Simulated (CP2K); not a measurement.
**AsH2 (SMILES [AsH2]) at GFN2-xTB**

What is the vertical ionisation energy of AsH2 at GFN2-xTB? 

The calculation is run with CP2K 2026.2.

1 further run of the same task is left out (set aside as unsound or not needed).

## 1. The molecule

AsH2 has 3 atoms, charge 0, and is taken as a doublet. SMILES: `[AsH2]`. Geometry: relaxed at PBE0-D4/def2-TZVP.

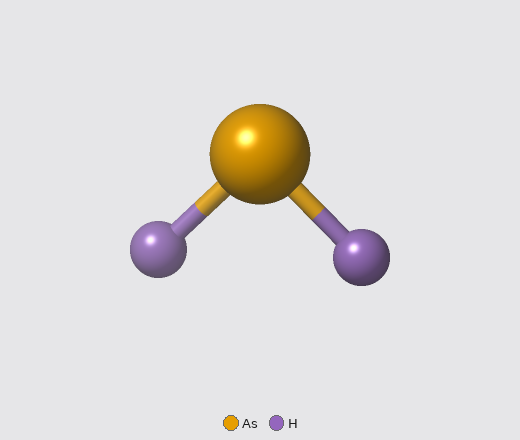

The structure, seen from a chosen angle (arsenic amber, hydrogen purple).

## 2. A single-point energy at GFN2-xTB

File qs.inp:

```
&GLOBAL
  PROJECT qs
  RUN_TYPE ENERGY
  PRINT_LEVEL MEDIUM
&END

&FORCE_EVAL
  METHOD Quickstep
  &DFT
    MULTIPLICITY 2
    LSD T
    # Quickstep
    &QS
      METHOD XTB
      EPS_DEFAULT 1.0E-10
      &XTB
        GFN_TYPE TBLITE
        &TBLITE
          METHOD GFN2
        &END
        CHECK_ATOMIC_CHARGES F
      &END
    &END
    # isolated system
    &POISSON
      PERIODIC NONE
      POISSON_SOLVER ANALYTIC
    &END
    &SCF
      SCF_GUESS ATOMIC
      EPS_SCF 1.0E-06
      MAX_SCF 150
      ADDED_MOS 8
      &DIAGONALIZATION
        ALGORITHM STANDARD
      &END
      &MIXING
        METHOD DIRECT_P_MIXING
        ALPHA 0.4
      &END
      &SMEAR ON
        METHOD FERMI_DIRAC
        ELECTRONIC_TEMPERATURE [K] 300
        FIXED_MAGNETIC_MOMENT 1.0
      &END
    &END
    &PRINT
      &MOMENTS
        PERIODIC F
        REFERENCE COM
        MAX_MOMENT 1
      &END
      &MO ON
        ENERGIES T
        OCCUPATION_NUMBERS T
        NDIGITS 6
        &EACH
          QS_SCF 0
        &END
        ADD_LAST NUMERIC
      &END
      &HIRSHFELD OFF
      &END
    &END
  &END
  # atoms, cell and kinds
  &SUBSYS
    &CELL
      ABC 9.3 9.9 8.7
      PERIODIC NONE
    &END
    &COORD
      As     4.023140     5.441145     3.983050
      H      5.276860     5.909445     4.716950
      H      4.489360     3.990555     4.073520
    &END
  &END
&END
```

Started as:

```console
OMP_NUM_THREADS=1 cp2k.psmp -i qs.inp > qs.out 2>&1
```

What it wrote, cut to the lines that bear on the results:

```text
CP2K| version string:                                       CP2K version 2026.2
[...]
 GLOBAL| Method name                                                        CP2K
[...]
 GLOBAL| Run type                                                         ENERGY
[...]
                             - Atoms:                                          3
[...]
                             - Spherical basis functions:                     11
[...]
 Number of electrons:                                                          4
[...]
  *** SCF run converged in     8 steps ***
[...]
  Fermi energy:                                                -0.27210980446031
[...]
 TB_DIPOLE| Moment [Debye]         -0.33640865       0.19214325      -0.16123964
 TB_DIPOLE| Derivative [a.u.]       0.00000000       0.00000000       0.00000000
[...]
 ENERGY| Total FORCE_EVAL ( QS ) energy [hartree]             -3.337077502824291
[...]
```

Run time: 0.78 s. Hardware: 1 thread of Intel Xeon 6975P-C (Granite Rapids), shared host; peak memory 0.19 GiB.

## 3. The singlet cation, same level

File molecule.inp:

```
&FORCE_EVAL
  METHOD QUICKSTEP
  &DFT
    CHARGE 1
    &QS
      METHOD XTB
      EPS_DEFAULT 1.0E-10
      &XTB
        GFN_TYPE TBLITE
        &TBLITE
          METHOD GFN2
        &END TBLITE
        CHECK_ATOMIC_CHARGES F
      &END XTB
    &END QS
    &POISSON
      PERIODIC NONE
      POISSON_SOLVER ANALYTIC
    &END POISSON
    &SCF
      SCF_GUESS ATOMIC
      EPS_SCF 1.0E-06
      MAX_SCF 150
      ADDED_MOS 8
      &DIAGONALIZATION
        ALGORITHM STANDARD
      &END DIAGONALIZATION
      &MIXING
        METHOD DIRECT_P_MIXING
        ALPHA 0.4
      &END MIXING
      &SMEAR ON
        METHOD FERMI_DIRAC
        ELECTRONIC_TEMPERATURE [K] 300
      &END SMEAR
    &END SCF
    &PRINT
      &MOMENTS
        PERIODIC F
        REFERENCE COM
        MAX_MOMENT 1
      &END MOMENTS
      &MO ON
        ENERGIES T
        OCCUPATION_NUMBERS T
        NDIGITS 6
        &EACH
          QS_SCF 0
        &END EACH
        ADD_LAST NUMERIC
      &END MO
      &HIRSHFELD OFF
      &END HIRSHFELD
    &END PRINT
  &END DFT
  &SUBSYS
    # vacuum box
    &CELL
      ABC 9.3 9.9 8.7
      PERIODIC NONE
    &END CELL
    &COORD
      As     4.023140     5.441145     3.983050
      H      5.276860     5.909445     4.716950
      H      4.489360     3.990555     4.073520
    &END COORD
  &END SUBSYS
&END FORCE_EVAL
&GLOBAL
  PROJECT_NAME molecule
  RUN_TYPE ENERGY
  PRINT_LEVEL MEDIUM
&END GLOBAL
```

Started as:

```console
OMP_NUM_THREADS=1 cp2k.psmp molecule.inp > molecule.out
```

What it wrote, cut to the lines that bear on the results:

```text
CP2K| version string:                                       CP2K version 2026.2
[...]
 GLOBAL| Method name                                                        CP2K
[...]
 GLOBAL| Run type                                                         ENERGY
[...]
                             - Atoms:                                          3
[...]
                             - Spherical basis functions:                     11
[...]
 Number of electrons:                                                          6
[...]
  *** SCF run converged in     9 steps ***
[...]
  Fermi energy:                                                -0.69211054617802
[...]
 TB_DIPOLE| Moment [Debye]          1.51013851      -0.86246726       0.72381194
 TB_DIPOLE| Derivative [a.u.]       0.00000000       0.00000000       0.00000000
[...]
 ENERGY| Total FORCE_EVAL ( QS ) energy [hartree]             -2.843685055835816
[...]
```

It took 0.76 s on 1 thread of Intel Xeon 6975P-C (Granite Rapids), shared host; peak memory 0.19 GiB.

## 4. What came out

Level: GFN2-xTB.

```
                                               quantity         value
                             doublet AsH2: total energy   -3.33708 Eh
doublet AsH2: dipole moment (from atomic charges alone)        0.42 D
       doublet AsH2: HOMO energy (highest over α and β)      -9.08 eV
        doublet AsH2: LUMO energy (lowest over α and β)      -8.25 eV
                        doublet AsH2: dispersion energy  -1.68 kJ/mol
                           singlet cation: total energy   -2.84369 Eh
                            singlet cation: HOMO energy     -19.78 eV
                            singlet cation: LUMO energy     -17.90 eV
                          singlet cation: HOMO–LUMO gap       1.88 eV
                      singlet cation: dispersion energy  -0.83 kJ/mol
     vertical ionisation energy (to the singlet cation)     13.426 eV
```

The vertical ionisation energy comes to 13.43 eV (310 kcal/mol). Only the singlet of the ionised species was computed; a triplet could lie lower. xTB total energies overstate such differences by several eV unless an empirical shift is taken off; none is applied here. The dipole (doublet AsH2) comes from point charges on the atoms alone, without atomic dipoles, so it is partial.
